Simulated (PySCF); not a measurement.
SMILES Cl[Si](Cl)(CC(C)C)Cl at its GFN2-xTB optimised geometry (Å):

```
17

C     -0.5182     0.6045    -3.3367
C     -0.5182    -0.8207    -2.7940
C     -1.1039    -1.7784    -3.8297
C     -1.3226    -0.9237    -1.4884
Si    -0.6472     0.0614     0.0000
Cl    -1.2897    -0.8170     1.7128
Cl     1.3768     0.0614     0.0000
Cl    -1.3005     1.9779     0.0000
H     -1.5373     0.9536    -3.4881
H     -0.0204     1.2840    -2.6501
H      0.0028     0.6443    -4.2903
H      0.5159    -1.1181    -2.5932
H     -1.0875    -2.8024    -3.4636
H     -2.1338    -1.5098    -4.0551
H     -0.5300    -1.7375    -4.7522
H     -1.3768    -1.9779    -1.2064
H     -2.3491    -0.6114    -1.6943
```

Computed with CAM-B3LYP/def2-SVP (PySCF 2.14.0).

Map of the Laplacian of the electron density (e/bohr⁵), clipped to [-1.50, 1.50] on the plane z = 0.6 Å:

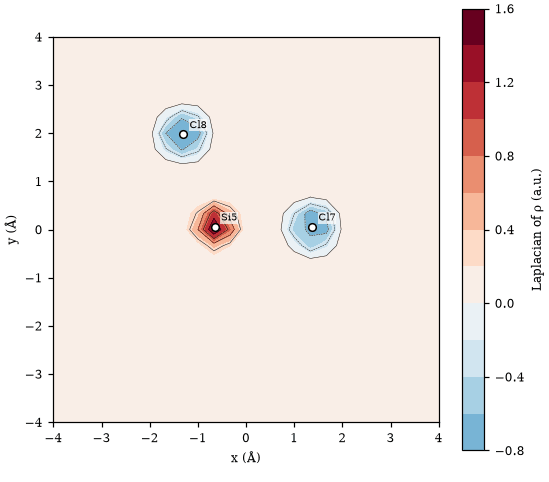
Fig. 1. Laplacian of the electron density (e/bohr⁵), clipped to [-1.50, 1.50] on the plane z = 0.6 Å.
